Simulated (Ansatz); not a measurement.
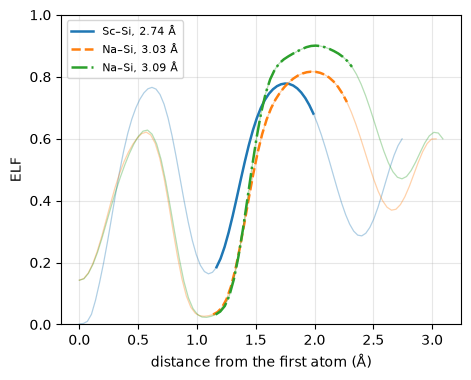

The picture shows: NaScSi. Electron localisation function along straight lines between neighbouring atoms. Thin, pale parts lie inside the atomic spheres.

Space group I4/mmm; built by placing these elements on a known structure type; not relaxed (largest force 0.5 eV/Å); computed pressure about 6 GPa in this cell.

Method: Ansatz, DFT, PAW plane waves, PBE.

Core electrons are frozen (PAW), and the valence fields are smoothed inside the atomic spheres.

```yaml
crystal:
  lattice:
    - [4.12610, 0.00000, 0.00000]
    - [0.00000, 4.12610, 0.00000]
    - [0.00000, 0.00000, 15.08863]
  atoms:
    - { symbol: Sc, position: [0.00000, 0.50000, 0.00000] }
    - { symbol: Sc, position: [0.50000, 0.00000, 0.50000] }
    - { symbol: Sc, position: [0.50000, 0.00000, 0.00000] }
    - { symbol: Sc, position: [0.00000, 0.50000, 0.50000] }
    - { symbol: Si, position: [0.00000, 0.00000, 0.12000] }
    - { symbol: Si, position: [0.50000, 0.50000, 0.62000] }
    - { symbol: Si, position: [0.00000, 0.00000, 0.88000] }
    - { symbol: Si, position: [0.50000, 0.50000, 0.38000] }
    - { symbol: Na, position: [0.00000, 0.00000, 0.32490] }
    - { symbol: Na, position: [0.50000, 0.50000, 0.82490] }
    - { symbol: Na, position: [0.00000, 0.00000, 0.67510] }
    - { symbol: Na, position: [0.50000, 0.50000, 0.17510] }
```

Compare the contacts.

Sc–Si (2.74 Å): the ELF peaks at about 0.80 in the valence shell of Si, 1.0 Å from its nucleus, and is about 0.45 at the midpoint.
Na–Si (3.03 Å): the ELF peaks at about 0.80 in the valence shell of Si, 1.1 Å from its nucleus, and is about 0.55 at the midpoint.
Na–Si (3.09 Å): the ELF peaks at about 0.90 in the valence shell of Si, 1.1 Å from its nucleus, and is about 0.70 at the midpoint.
